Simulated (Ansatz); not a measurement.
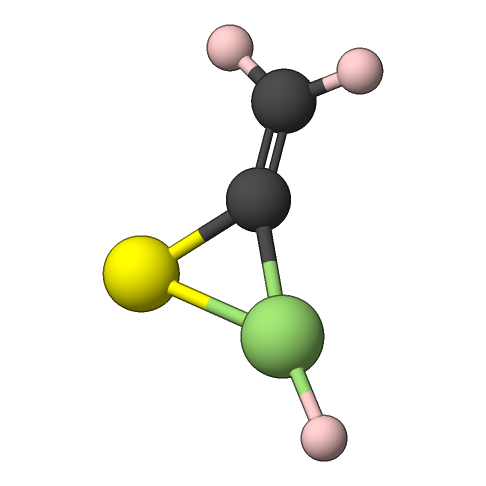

Rendered structure (ball-and-stick style). Double and triple bonds are drawn as two and three sticks. Colours: carbon dark grey, sulfur yellow, gallium green, hydrogen pink.

The computed structure is the end point of a PBE0-D4/def2-TZVP optimisation.

> Count the atoms of each element.

C2H3GaS, 7 atoms: 2 carbon, 3 hydrogen, 1 gallium and 1 sulfur.

> What is its SMILES?

C=[C]1[S][GaH]1

> Name functional groups in it.

Among them: alkene.

The parts below concern this one geometry. Atoms keep their numbers from picture to picture.

## Symmetry

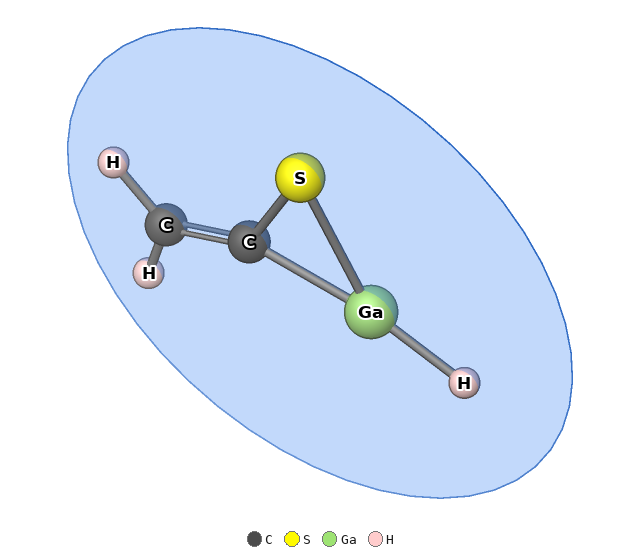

All proper rotation axes (lines) and mirror planes (discs) of the structure are drawn in. Atoms fade into the background with distance from the viewer.

> Name the symmetry elements and the point group.

It has 1 mirror plane. Point group Cs. The group has 2 operations. The geometry is achiral, and symmetry allows a dipole moment.

## Thermal motion

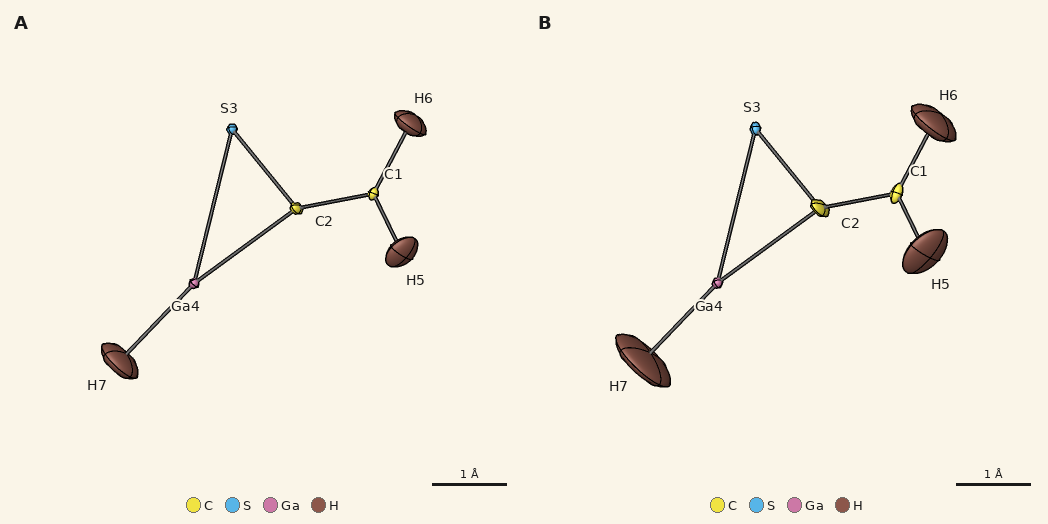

Displacement ellipsoids at the 50 % level, from the internal vibrations of the free molecule (harmonic, no overall translation or rotation; no half-axis is drawn under 0.075 Å). Vibrations computed with RKS PBE0-D4/def2-TZVP (Ansatz 0.2.0). One panel is for 298 K, the other for 900 K.

> Which panel is for 900 K?

B.

> How much does the mean-square displacement of C2 grow, and why?

U_eq goes from 0.0033 to 0.0080 Å², a factor of 2.4. Modes below kT (626 cm⁻¹ at 900 K) grow about in proportion to T, and the lowest lies at 245 cm⁻¹; the mean-square amplitude of a mode is its zero-point value times coth(ħω/2kT), which comes close to 1 only above about 3kT.

## Vibrations

Harmonic vibrations computed with RKS PBE0-D4/def2-TZVP (Ansatz 0.2.0) at a stationary point of the same level.

> List the wavenumbers.

15 modes: 245, 291, 352, 470, 487, 566, 633, 667, 889, 1052, 1417, 1684, 2097, 3135, 3226 cm⁻¹.

## Charges

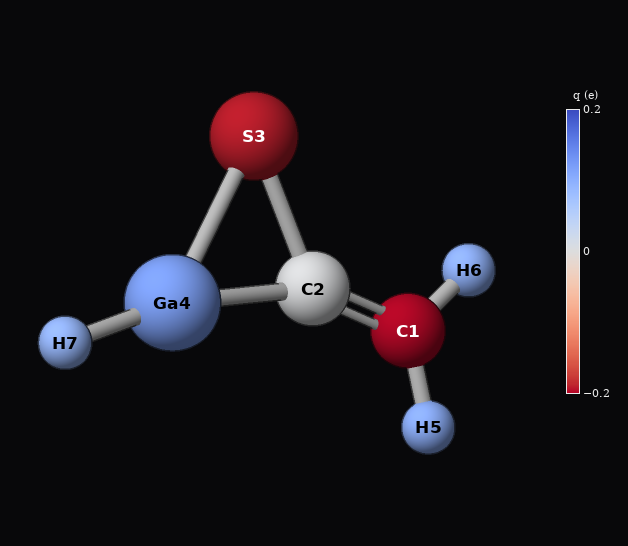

Atoms are coloured by their Mulliken charges. Level of theory: RKS PBE-D4/def2-TZVPP (Ansatz 0.2.0).

Give the Mulliken charges atom by atom.

```csv
atom,value (e)
C1,−0.20
C2,0.00
S3,−0.19
Ga4,0.11
H5,0.10
H6,0.09
H7,0.08
```

Mulliken values depend strongly on the basis set and can even reverse the polarity of a bond.
